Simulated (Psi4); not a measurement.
# SnH2Cl2 (SMILES [Cl][SnH2][Cl]) at TPSSh/def2-SVPD (core potential)

What is the vertical electron affinity of SnH2Cl2 at TPSSh/def2-SVPD (core potential)? 

Program for the calculation: Psi4 1.11.

3 further runs of the same task are left out: 3 set aside as unsound or not needed.

### 1 The structure to begin with

SnH2Cl2 has 5 atoms, charge 0, and is taken as a singlet. SMILES: `[Cl][SnH2][Cl]`. The shape is that of a PBE0-D4/def2-TZVP optimisation.

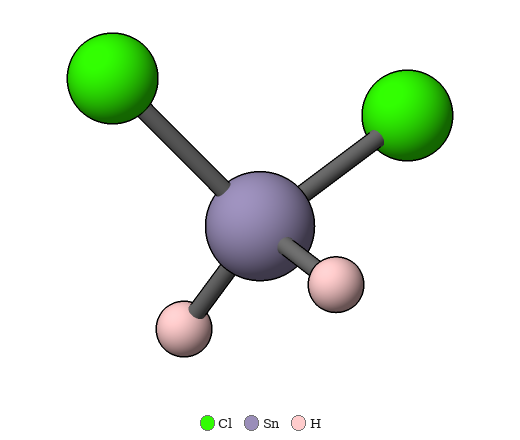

Viewed from a chosen angle; chlorine green, tin purple, hydrogen pink.

### 2 Energy and forces at TPSSh/def2-SVPD (core potential)

File input.in:

```
memory 2200 mb

molecule molecule1 {
  Cl    -1.795300    -0.326200     1.206500
  Sn     0.192400    -0.102900     0.038600
  Cl    -0.250400     1.295500    -1.753900
  H      0.602200    -1.626300    -0.582100
  H      1.301000     0.686300     1.049400
  units angstrom
  symmetry c1
}

set {
  basis                def2-SVPD
  puream               true
  e_convergence        1e-09
  d_convergence        1e-08
  scf_type             pk
  dft_radial_points    99
  dft_spherical_points 590
}

e, wfn = gradient("tpssh", return_wfn=True)
```

Run with:

```console
$ psi4 -n 1 input.in input.out
```

input.out, shortened:

```text
[...]
    !!!  WARNING: ECP capability is in beta. Please check occupations closely.  !!!
[...]
  Running in c1 symmetry.
[...]
  Nuclear repulsion =  237.041522240699976
[...]
  Multiplicity = 1
[...]
  Nalpha       = 29
  Nbeta        = 29
[...]
    Number of basis functions: 102
[...]
   @RKS iter   1: -1135.42926051765085   -8.57833e-01   5.93090e-03 ADIIS/DIIS
[...]
   @RKS iter  11: -1135.65376902786306   -1.81899e-12   1.94782e-09 DIIS
[...]
    Orbital Energies [Eh]
    ---------------------
    Doubly Occupied:
       1A   -101.364199     2A   -101.364183     3A     -9.387761
       4A     -9.387753     5A     -7.141315     6A     -7.141304
       7A     -7.134455     8A     -7.134446     9A     -7.134144
      10A     -7.134139    11A     -5.090097    12A     -3.446549
      13A     -3.444282    14A     -3.439629    15A     -1.056616
      16A     -1.053176    17A     -1.048002    18A     -1.046240
      19A     -1.046154    20A     -0.803505    21A     -0.786313
      22A     -0.527088    23A     -0.380968    24A     -0.378052
      25A     -0.375150    26A     -0.321296    27A     -0.318648
      28A     -0.312911    29A     -0.307785
[...]
  @RKS Final Energy: -1135.65376902786306
   => Energetics <=
    Nuclear Repulsion Energy =            237.0415222406999760
    One-Electron Energy =               -2120.1305569747146365
    Two-Electron Energy =                 815.4101514669127937
    DFT Exchange-Correlation Energy =     -67.9748857607613246
    Empirical Dispersion Energy =           0.0000000000000000
    VV10 Nonlocal Energy =                  0.0000000000000000
    Total Energy =                      -1135.6537690278630635
[...]
 Multipole Moments:
 ------------------------------------------------------------------------------------
     Multipole            Electronic (a.u.)      Nuclear  (a.u.)        Total (a.u.)
 ------------------------------------------------------------------------------------
 L = 1.  Multiply by 2.5417464519 to convert [e a0] to [Debye]
 Dipole X            :         28.4459798          -27.5310149            0.9149649
 Dipole Y            :        -13.7529144           13.3106074           -0.4423071
 Dipole Z            :          7.3103215           -7.0751724            0.2351491
 Magnitude           :                                                    1.0431162
[...]
  -Total Gradient:
     Atom            X                  Y                   Z
    ------   -----------------  -----------------  -----------------
       1        0.012272991230     0.001561118393    -0.007469949995
       2       -0.013002276716     0.006317553314    -0.003332372532
       3        0.002499042566    -0.008708920035     0.011273943480
       4       -0.000446293273     0.001814267337     0.000759595957
       5       -0.001311143853    -0.000989987707    -0.001228051324
[...]
```

Wall time 28 s (1 thread of Intel Xeon 6975P-C (Granite Rapids), shared host); peak memory 0.99 GiB.

### 3 The doublet anion

File cl2h2sn.xyz:

```xyz
5
Cl2H2Sn
Cl    -1.795300    -0.326200     1.206500
Sn     0.192400    -0.102900     0.038600
Cl    -0.250400     1.295500    -1.753900
H      0.602200    -1.626300    -0.582100
H      1.301000     0.686300     1.049400
```

File cl2h2sn.py:

```python
import psi4

psi4.set_memory('2200 MB')
psi4.set_num_threads(1)
psi4.core.set_output_file('run.log', False)

with open('cl2h2sn.xyz') as f:
    atoms = ''.join(f.readlines()[2:])
m = psi4.geometry('-1 2\n' + atoms + 'symmetry c1\nno_reorient\nno_com')

psi4.set_options({
    'reference': 'uks',
    'puream': True,
    'e_convergence': 1e-09,
    'd_convergence': 1e-08,
    'scf_type': 'pk',
    'dft_radial_points': 99,
    'dft_spherical_points': 590,
    'maxiter': 100,
})

E, wfn = psi4.gradient('tpssh/def2-SVPD', return_wfn=True)
psi4.oeprop(wfn, 'DIPOLE', 'MULLIKEN_CHARGES', 'WIBERG_LOWDIN_INDICES')
print('gradient / Eh bohr^-1')
print(E.np.round(6))
print(f'energy = {wfn.energy():.10f} Eh')
for k, v in sorted(psi4.core.scalar_variables().items()):
    print(f'{k:45s} {v:18.10f}')
```

Run with:

```console
$ python cl2h2sn.py
```

run.log, shortened:

```text
[...]
    !!!  WARNING: ECP capability is in beta. Please check occupations closely.  !!!
[...]
  Running in c1 symmetry.
[...]
  Nuclear repulsion =  237.041522240700004
[...]
  Multiplicity = 2
[...]
  Nalpha       = 30
  Nbeta        = 29
[...]
    Number of basis functions: 102
[...]
   @UKS iter   1: -1135.25809254481032   -6.09219e-01   7.39466e-03 DIIS/ADIIS
[...]
   @UKS iter  15: -1135.64960683710501   -3.41061e-12   7.79153e-09 DIIS
[...]
   @S^2 Observed:                7.519318260E-01
[...]
  @UKS Final Energy: -1135.64960683710501
   => Energetics <=
    Nuclear Repulsion Energy =            237.0415222407000044
    One-Electron Energy =               -2131.7482737246109536
    Two-Electron Energy =                 827.2569765436693388
    DFT Exchange-Correlation Energy =     -68.1998318968634862
    Empirical Dispersion Energy =           0.0000000000000000
    VV10 Nonlocal Energy =                  0.0000000000000000
    Total Energy =                      -1135.6496068371052388
[...]
  -Total Gradient:
     Atom            X                  Y                   Z
    ------   -----------------  -----------------  -----------------
       1        0.056185639903     0.010566620912    -0.039045957759
       2       -0.024042748519     0.011656118867    -0.006169309622
       3        0.006963492620    -0.041101474313     0.055274255133
       4       -0.015218380404     0.023738710644     0.005065804473
       5       -0.023877445901    -0.004865095996    -0.015122075344
[...]
 Multipole Moments:
 ------------------------------------------------------------------------------------
     Multipole            Electronic (a.u.)      Nuclear  (a.u.)        Total (a.u.)
 ------------------------------------------------------------------------------------
 L = 1.  Multiply by 2.5417464519 to convert [e a0] to [Debye]
 Dipole X            :         54.7966977          -54.1234570            0.6732407
 Dipole Y            :        -25.3914629           25.0847915           -0.3066714
 Dipole Z            :         15.2911237          -15.0975889            0.1935347
 Magnitude           :                                                    0.7646935
[...]
```

The script printed:

```text
gradient / Eh bohr^-1
[[ 0.056186  0.010567 -0.039046]
 [-0.024043  0.011656 -0.006169]
 [ 0.006963 -0.041101  0.055274]
 [-0.015218  0.023739  0.005066]
 [-0.023877 -0.004865 -0.015122]]
energy = -1135.6496068371 Eh
CURRENT ENERGY                                  -1135.6496068371
CURRENT REFERENCE ENERGY                        -1135.6496068371
DD SOLVATION ENERGY                                 0.0000000000
DFT FUNCTIONAL TOTAL ENERGY                     -1135.6496068371
DFT TOTAL ENERGY                                -1135.6496068371
DFT VV10 ENERGY                                     0.0000000000
DFT XC ENERGY                                     -68.1998318969
GRID ELECTRONS ALPHA                               29.9999996957
GRID ELECTRONS BETA                                28.9999998140
GRID ELECTRONS TOTAL                               58.9999995097
NUCLEAR REPULSION ENERGY                          237.0415222407
ONE-ELECTRON ENERGY                             -2131.7482737246
PCM POLARIZATION ENERGY                             0.0000000000
PE ENERGY                                           0.0000000000
SCF ITERATION ENERGY                            -1135.6496068371
SCF ITERATIONS                                     15.0000000000
SCF TOTAL ENERGY                                -1135.6496068371
TWO-ELECTRON ENERGY                               827.2569765437
XC GRID RADIAL POINTS                              99.0000000000
XC GRID SPHERICAL POINTS                          590.0000000000
XC GRID TOTAL POINTS                           279804.0000000000
```

Wall time 50 s (1 thread of Intel Xeon 6975P-C (Granite Rapids), shared host); peak memory 0.99 GiB.

### 4 Results

At TPSSh/def2-SVPD (core potential):

```
                                         quantity           value
                    singlet SnH2Cl2: total energy  -1135.65377 Eh
                   singlet SnH2Cl2: dipole moment          2.65 D
                     singlet SnH2Cl2: HOMO energy        -8.38 eV
                     singlet SnH2Cl2: LUMO energy        -2.01 eV
                   singlet SnH2Cl2: HOMO–LUMO gap         6.37 eV
        singlet SnH2Cl2: largest force on an atom      0.763 eV/Å
                      doublet anion: total energy  -1135.64961 Eh
doublet anion: HOMO energy (highest over α and β)         2.09 eV
 doublet anion: LUMO energy (lowest over α and β)         3.16 eV
                              doublet anion: ⟨S²⟩           0.752
          doublet anion: largest force on an atom      3.560 eV/Å
vertical electron affinity (to the doublet anion)       -0.113 eV
```

In words: The anion lies 0.11 eV (2.6 kcal/mol) above the neutral: the electron isn't bound at this level, and such a value depends on the basis. The largest force (singlet SnH2Cl2) is 0.76 eV/Å: the shape isn't a stationary point for this species at this level. The HOMO (doublet anion) lies at positive energy, 2.09 eV; only total energies tell whether the electron is bound.
